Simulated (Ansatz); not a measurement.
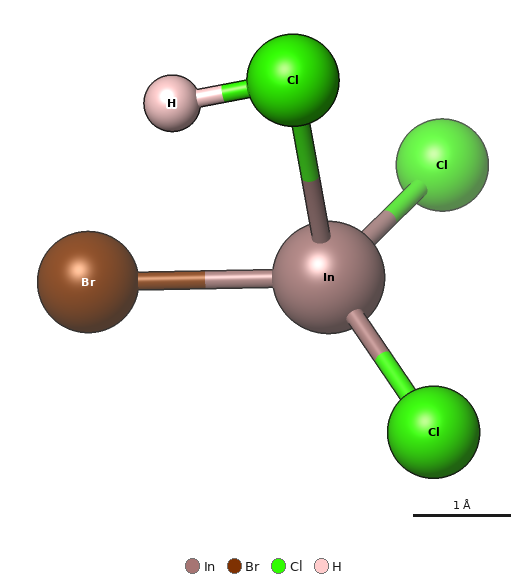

Figure 1. The input geometry (ball-and-stick view, seen at a tilt). Sticks mark near contacts. Bond lengths as drawn: Br–In 2.49 Å, Cl–H 1.30 Å and Cl–In 2.33 to 2.83 Å.

**Nudged elastic band of InHBrCl3**

System: InHBrCl3.
Method: RKS PBE0/def2-SVP (Ansatz 0.2.0).

One setting was made poor on purpose. It belongs to a series of runs on one base structure; here: band between the two ends.

The input:
```yaml
crystal:
  periodic: [false, false, false]
  atoms:
    - { symbol: In, position_ang: [-0.371928, -0.699069, 0.299676] }
    - { symbol: Br, position_ang: [2.11223, -0.890242, 0.171642] }
    - { symbol: Cl, position_ang: [-1.656899, -1.647517, -1.397267] }
    - { symbol: Cl, position_ang: [-1.352934, -0.196045, 2.352692] }
    - { symbol: H, position_ang: [1.25792, 1.530439, -0.691501] }
    - { symbol: Cl, position_ang: [0.011611, 1.902535, -0.73534] }
basis:
  gaussian: { orbitals: def2-SVP }
hamiltonian:
  xc: pbe0
neb:
  order_check: false
  images: 7
  f_tol: 0.2
  max_iterations: 21
  final_atoms:
    - { symbol: In, position_ang: [-0.82631154, -0.16663834, 0.13072328] }
    - { symbol: Br, position_ang: [2.09610986, -0.48466571, 0.01734523] }
    - { symbol: Cl, position_ang: [-1.53803843, -1.82047315, -1.34695297] }
    - { symbol: Cl, position_ang: [-1.23278175, -0.36522608, 2.41553445] }
    - { symbol: H, position_ang: [1.88692873, 0.84986655, -0.47964601] }
    - { symbol: Cl, position_ang: [-0.38590688, 1.98723773, -0.73710198] }
  initial_path:
    images:
      - { positions_ang: [[-0.371928, -0.699069, 0.299676], [2.11223, -0.890242, 0.171642], [-1.656899, -1.647517, -1.397267], [-1.352934, -0.196045, 2.352692], [1.25792, 1.530439, -0.691501], [0.011611, 1.902535, -0.73534]] }
      - { positions_ang: [[-0.45670574, -0.64881438, 0.28475498], [2.16946751, -0.8076399, 0.13710389], [-1.67953065, -1.68577742, -1.38337656], [-1.36793582, -0.23211445, 2.36929528], [1.31942691, 1.43603935, -0.65284387], [0.01527779, 1.93840781, -0.75503173]] }
      - { positions_ang: [[-0.54148348, -0.59855977, 0.26983397], [2.22670501, -0.72503779, 0.10256579], [-1.7021623, -1.72403784, -1.36948612], [-1.38293764, -0.26818391, 2.38589856], [1.38093382, 1.34163969, -0.61418673], [0.01894459, 1.97428061, -0.77472346]] }
      - { positions_ang: [[-0.62626122, -0.54830515, 0.25491295], [2.28394252, -0.64243569, 0.06802768], [-1.72479395, -1.76229826, -1.35559568], [-1.39793946, -0.30425336, 2.40250183], [1.44244073, 1.24724004, -0.5755296], [0.02261138, 2.01015342, -0.79441519]] }
      - { positions_ang: [[-0.71103896, -0.49805053, 0.23999194], [2.34118003, -0.55983359, 0.03348958], [-1.74742559, -1.80055868, -1.34170524], [-1.41294129, -0.34032281, 2.41910511], [1.50394764, 1.15284038, -0.53687246], [0.02627817, 2.04602623, -0.81410692]] }
      - { positions_ang: [[-0.7398571, -0.41519749, 0.21267477], [2.27991249, -0.54104162, 0.02945349], [-1.6950788, -1.8055373, -1.34301717], [-1.3679014, -0.34654863, 2.41821244], [1.59969291, 1.07709692, -0.52256585], [-0.07676809, 2.0313291, -0.79485569]] }
      - { positions_ang: [[-0.76867525, -0.33234444, 0.18535761], [2.21864495, -0.52224965, 0.0254174], [-1.64273201, -1.81051591, -1.3443291], [-1.32286152, -0.35277445, 2.41731978], [1.69543818, 1.00135346, -0.50825924], [-0.17981436, 2.01663198, -0.77560445]] }
      - { positions_ang: [[-0.79749339, -0.24949139, 0.15804045], [2.15737741, -0.50345768, 0.02138132], [-1.59038522, -1.81549453, -1.34564104], [-1.27782163, -0.35900026, 2.41642711], [1.79118346, 0.92561001, -0.49395263], [-0.28286062, 2.00193486, -0.75635322]] }
      - { positions_ang: [[-0.82631154, -0.16663834, 0.13072328], [2.09610986, -0.48466571, 0.01734523], [-1.53803843, -1.82047315, -1.34695297], [-1.23278175, -0.36522608, 2.41553445], [1.88692873, 0.84986655, -0.47964601], [-0.38590688, 1.98723773, -0.73710198]] }
```

Hardware: 2 threads of Intel Xeon @ 2.50GHz (Skylake/Cascade Lake), 189 GiB of memory available, shared host.

Launched with:
```bash
ansatz run input.yaml --threads 2 --pin off --max-ram 3072MiB --backend cpu --events-out ev --progress --plain --runs-dir out
```

What the program printed:
```
Engine: ansatz 0.2.0, x86_64-unknown-linux-gnu
Functional definition: PBE0
  parameter a = 0.25
  parameter kappa = 0.804
  parameter beta = 0.06672455060314922
  exchange = (1 - a)*pbe_x(kappa = kappa, mu = beta*pi^2/3) + a*exact_x
  correlation = pbe_c(beta = beta)
1252 factors; integrals over basis functions are off by at most 2.0e-4 eV
mean field evaluation 1: about -112766.9123 eV, gradient 2.2e1 eV
mean field evaluation 2: about -112766.0509 eV, gradient 2.9e1 eV
mean field evaluation 4: about -112768.3325 eV, gradient 5.0e-1 eV
mean field evaluation 8: about -112768.3620 eV, gradient 2.6e-2 eV
mean field -112768.36202069 eV, -4144.1608671194 hartree, gradient 7.3e-5 eV, S^2 0.000000; 0 other end points of the search recorded, 0 dependent functions left out
the calculation of the forces begins
reference -112768.36205528 eV, -4144.1608683905 hartree; 54, 54 occupied and 63, 63 virtual orbitals, 1252 factors
1254 factors; integrals over basis functions are off by at most 1.2e-3 eV
mean field evaluation 16: about -112766.5924 eV, gradient 2.3e1 eV
mean field -112768.17970510 eV, -4144.1541671448 hartree, gradient 3.9e-5 eV, S^2 0.000000; 0 other end points of the search recorded, 0 dependent functions left out
[... from here on the field's lines of each further geometry are left out, up to the last ...]
NEB iter   1: max|band force component| = 2.391e0 eV/Å  barrier→ = 1.2773 eV  barrier← = 1.0950 eV  Δτ_max = 0.2000 Å  (236 SCF iters)
NEB iter   2: max|band force component| = 1.581e0 eV/Å  barrier→ = 0.3944 eV  barrier← = 0.2121 eV  Δτ_max = 0.2000 Å  (203 SCF iters)
NEB iter   3: max|band force component| = 1.701e0 eV/Å  barrier→ = 0.4375 eV  barrier← = 0.2552 eV  Δτ_max = 0.0995 Å  (201 SCF iters)
NEB iter   4: max|band force component| = 5.587e-1 eV/Å  barrier→ = 0.2909 eV  barrier← = 0.1085 eV  Δτ_max = 0.0421 Å  (208 SCF iters)
the calculation of the forces begins
reference -112768.17234815 eV, -4144.1538967818 hartree; 54, 54 occupied and 63, 63 virtual orbitals, 1254 factors
1254 factors; integrals over basis functions are off by at most 6.8e-4 eV
mean field evaluation 448: about -112768.0787 eV, gradient 1.3e-1 eV
mean field -112768.07870778 eV, -4144.1504555619 hartree, gradient 6.0e-6 eV, S^2 0.000000; 1 other end points of the search recorded, 0 dependent functions left out
the calculation of the forces begins
reference -112768.07874272 eV, -4144.1504568459 hartree; 54, 54 occupied and 63, 63 virtual orbitals, 1254 factors
NEB iter   5: max|band force component| = 1.510e-1 eV/Å  barrier→ = 0.2833 eV  barrier← = 0.1010 eV  CI = image 5  Δτ_max = 0.0000 Å  (404 SCF iters)
```

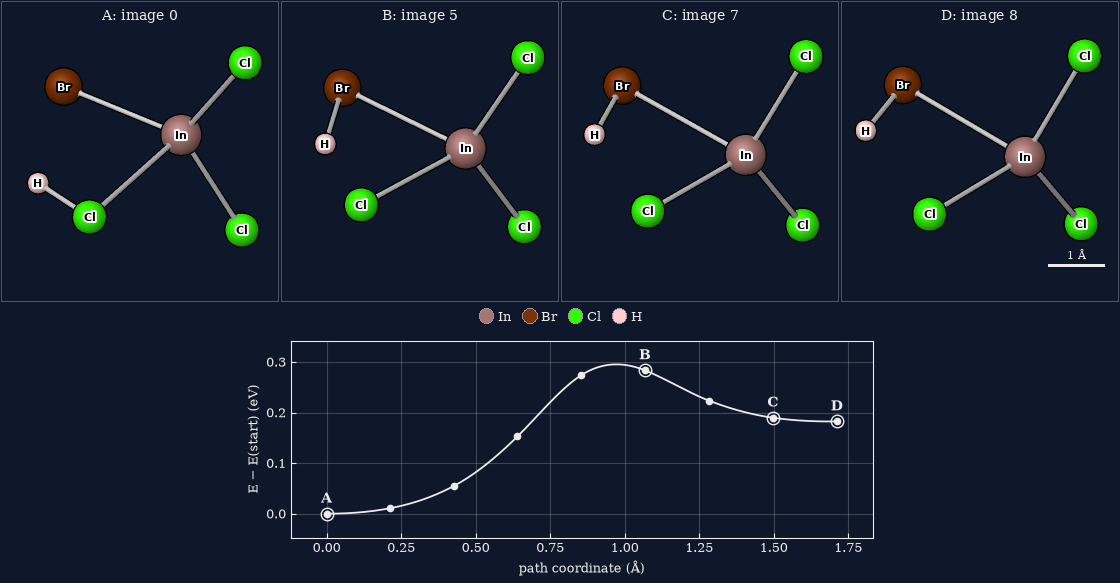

Figure 2. Images of the last band (counted from 0; ball-and-stick, seen at a tilt) above the energy along the path; the line is a cubic interpolation that uses the forces. The highest image is number 5, 0.283 eV above the start and 0.101 eV above the end (the climbing image); the end lies 0.182 eV above the start. The path is 1.71 Å long. The band converged in 5 iterations.

```
Total energy: -112768.07874272 eV, -4144.1504568459 hartree
Atom 0 at    -0.656185    -0.317062     0.176045 Å, force    -0.002976     0.047185    -0.015052 eV/Å
Atom 1 at     2.100157    -0.438222    -0.002302 Å, force    -0.059060     0.144356    -0.049365 eV/Å
Atom 2 at    -1.594030    -1.766509    -1.379724 Å, force     0.012269     0.003702    -0.012744 eV/Å
Atom 3 at    -1.289556    -0.295806     2.412196 Å, force     0.015773     0.009659     0.001964 eV/Å
Atom 4 at     1.463132     0.928544    -0.477982 Å, force     0.131453    -0.215410     0.071749 eV/Å
Atom 5 at    -0.023518     1.889155    -0.728332 Å, force    -0.097458     0.010508     0.003448 eV/Å
Dipole moment:     0.359394     0.070005    -0.056536 e Å
this run last wrote the band of iteration 5 to [file]
```

The last band as extended XYZ (Å, eV, eV/Å):
```
6
Properties=species:S:1:pos:R:3:forces:R:3 image=0 energy=-112768.36202
In   -0.3719   -0.6991    0.2997   -0.0010   0.0042  -0.0017
Br    2.1122   -0.8902    0.1716   -0.0044  -0.0003   0.0009
Cl   -1.6569   -1.6475   -1.3973    0.0024  -0.0001   0.0011
Cl   -1.3529   -0.1960    2.3527    0.0023  -0.0016  -0.0005
H     1.2579    1.5304   -0.6915    0.0005   0.0012  -0.0008
Cl    0.0116    1.9025   -0.7353    0.0003  -0.0035   0.0010
6
Properties=species:S:1:pos:R:3:forces:R:3 image=1 energy=-112768.35120
In   -0.4073   -0.6492    0.2830    0.0306  -0.0439   0.0163
Br    2.0970   -0.7734    0.1296   -0.0055  -0.0516   0.0197
Cl   -1.6520   -1.6681   -1.4022    0.0024   0.0236   0.0158
Cl   -1.3443   -0.2100    2.3704   -0.0020   0.0067  -0.0285
H     1.2553    1.3892   -0.6365   -0.1062   0.1019  -0.0321
Cl    0.0514    1.9117   -0.7444    0.0808  -0.0367   0.0089
6
Properties=species:S:1:pos:R:3:forces:R:3 image=2 energy=-112768.30735
In   -0.4534   -0.5865    0.2621    0.0880  -0.1196   0.0431
Br    2.0769   -0.6551    0.0870    0.0443  -0.1865   0.0671
Cl   -1.6432   -1.6931   -1.4050   -0.0101   0.0442   0.0144
Cl   -1.3313   -0.2278    2.3885   -0.0165   0.0239  -0.0410
H     1.2555    1.2598   -0.5862   -0.0316   0.1500  -0.0578
Cl    0.0954    1.9028   -0.7465   -0.0742   0.0880  -0.0258
6
Properties=species:S:1:pos:R:3:forces:R:3 image=3 energy=-112768.20945
In   -0.5177   -0.4980    0.2331    0.2228  -0.1870   0.0602
Br    2.0669   -0.5548    0.0490    0.0107  -0.2556   0.0980
Cl   -1.6254   -1.7197   -1.4047   -0.0362   0.0456  -0.0146
Cl   -1.3111   -0.2468    2.4036   -0.0375   0.0456  -0.0196
H     1.2797    1.1337   -0.5389   -0.2802   0.3339  -0.1130
Cl    0.1076    1.8858   -0.7421    0.1204   0.0175  -0.0110
6
Properties=species:S:1:pos:R:3:forces:R:3 image=4 energy=-112768.08838
In   -0.5924   -0.3984    0.2015    0.2103  -0.1033   0.0309
Br    2.0728   -0.4835    0.0190   -0.0608  -0.0450   0.0253
Cl   -1.6066   -1.7450   -1.3941   -0.0372   0.0198  -0.0414
Cl   -1.2957   -0.2710    2.4106   -0.0297   0.0444   0.0129
H     1.3518    1.0190   -0.5014   -0.2423   0.1461  -0.0441
Cl    0.0701    1.8790   -0.7357    0.1597  -0.0620   0.0164
6
Properties=species:S:1:pos:R:3:forces:R:3 image=5 energy=-112768.07871
In   -0.6562   -0.3171    0.1760   -0.0030   0.0472  -0.0151
Br    2.1002   -0.4382   -0.0023   -0.0591   0.1444  -0.0494
Cl   -1.5940   -1.7665   -1.3797    0.0123   0.0037  -0.0127
Cl   -1.2896   -0.2958    2.4122    0.0158   0.0097   0.0020
H     1.4631    0.9285   -0.4780    0.1315  -0.2154   0.0717
Cl   -0.0235    1.8892   -0.7283   -0.0975   0.0105   0.0034
6
Properties=species:S:1:pos:R:3:forces:R:3 image=6 energy=-112768.13854
In   -0.7147   -0.2523    0.1546   -0.1360   0.0219   0.0042
Br    2.1266   -0.4348   -0.0035    0.0171  -0.0304   0.0112
Cl   -1.5741   -1.7815   -1.3742    0.0339  -0.0050   0.0140
Cl   -1.2682   -0.3132    2.4141    0.0319  -0.0155  -0.0127
H     1.5841    0.8675   -0.4620    0.1581  -0.0289  -0.0027
Cl   -0.1537    1.9144   -0.7290   -0.1050   0.0579  -0.0140
6
Properties=species:S:1:pos:R:3:forces:R:3 image=7 energy=-112768.17231
In   -0.7793   -0.2012    0.1396   -0.0587  -0.0275   0.0162
Br    2.1236   -0.4607    0.0071   -0.0115  -0.0170   0.0078
Cl   -1.5527   -1.8022   -1.3631    0.0163  -0.0011   0.0118
Cl   -1.2456   -0.3388    2.4164    0.0138  -0.0100  -0.0103
H     1.7275    0.8533   -0.4668    0.0635   0.0038  -0.0075
Cl   -0.2735    1.9498   -0.7333   -0.0234   0.0518  -0.0180
6
Properties=species:S:1:pos:R:3:forces:R:3 image=8 energy=-112768.17971
In   -0.8263   -0.1666    0.1307   -0.0033   0.0010  -0.0005
Br    2.0961   -0.4847    0.0173    0.0004   0.0132  -0.0049
Cl   -1.5380   -1.8205   -1.3470    0.0022   0.0025   0.0004
Cl   -1.2328   -0.3652    2.4155    0.0016   0.0009  -0.0012
H     1.8869    0.8499   -0.4796   -0.0043  -0.0133   0.0051
Cl   -0.3859    1.9872   -0.7371    0.0034  -0.0043   0.0011
```

Key numbers:

```tsv
quantity	value
outcome	converged
barrier, forward	0.283 eV
barrier, backward	0.101 eV
wall time	6.5 min (CPU time 12 min)
peak memory	0.36 GiB
```

A deliberately poor setting: loose force. The order of the saddle point was not checked.
